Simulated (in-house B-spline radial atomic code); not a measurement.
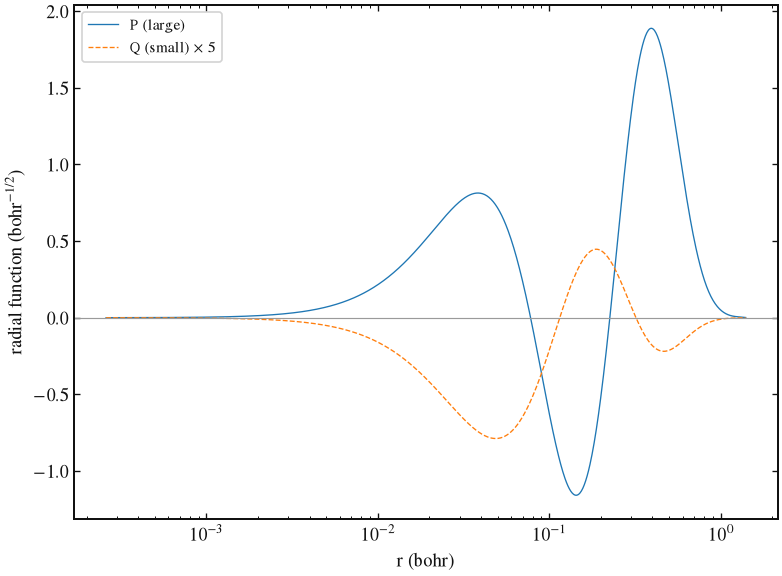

The iridium ion Ir⁴⁰⁺; electrons: [Kr] 4d1 (open shells shared over both j by 2j + 1). The calculation used an in-house B-spline radial code at this level: Dirac-Hartree-Fock, average of configuration, Fermi nucleus, basis-set limit.

```
Z = 77
electrons = 37.0
configuration = [Kr] 4d1
hamiltonian = dirac
method = hf
spin_polarised = False
nucleus = fermi
rms_radius = 5.4032
mass_number = 193
atomic_mass = 192.962923753
speed_of_light = 137.035999084
```

The plot shows the large and small radial components of one occupied spinor.

Question: Which spinor (n, l, j) is it?

Answer: It is 4p3/2. The spinor has κ = −2: the large component has l = 1 and 2 radial nodes (r = 0.0778 and 0.226 bohr), the small one has l = 2. The small component carries 0.25 % of the norm; ⟨r⟩ = 0.401 bohr and the eigenvalue is −2029 eV. The nodes of P give n − l − 1 and its extent picks the shell; Q has as many nodes as P for κ < 0 and one more for κ > 0.
